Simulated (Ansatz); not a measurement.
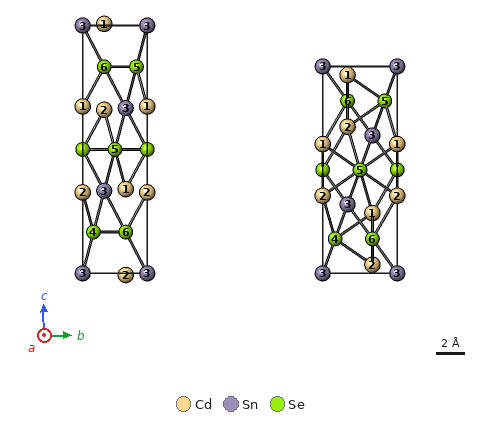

Two geometries of solid Cd2SnSe3 (built on the Li2GaCu3-166 type type), drawn at one scale. One is the start of a relaxation, the other its converged end. The picture is a ball-and-stick view of the conventional cell (3 times the calculation's cell), seen along the a axis. Lengths and directions refer to the drawn axes.

Level of theory: DFT, PBEsol, plane waves, PAW (Ansatz). Settings: plane-wave cutoff 420 eV; k-point mesh 4 × 4 × 4; occupations fermi dirac; smearing width 0.03 eV; no spin polarisation; cell and atoms relaxed; force threshold 0.01 eV/Å; at most 120 steps.

> Which of the two is the end point?

The left one is the relaxed one. The largest moves relative to the cell, 0.87 Å, are those of Cd1 and Cd2. Cd1 goes along +c. Sn and Se stay in place. The drawn cell changes as follows: a = b 6.209 → 5.375 Å (−13.4 %), c 14.927 → 17.879 Å (+19.8 %); the volume changes by −10.2 %. Near-neighbour distances that change, for instance: Cd1–Se4 3.620 → 4.102 Å, Se4–Se5 3.104 → 2.688 Å, Cd1–Se4 (another image) 3.592 → 3.254 Å, Sn3–Se4 3.066 → 3.360 Å. The space group stays R-3m (No. 166). After 13 accepted moves (16 points after the start) the energy has fallen by 273 meV per atom. Largest force component: 0.031 eV/Å at the start, 0.00069 eV/Å at the end. Pressure: −4.85 GPa at the start and 0.03 GPa at the end. The line search rejected the trial step at point 6 of the run. The SCF was repeated twice at an unchanged geometry on a basis and grid sized afresh for the cell, which shifted the energy by 2.8 meV per atom at most. The run took 83 s on 2 threads of Arm Neoverse V1 (shared host), peak memory 0.57 GiB.
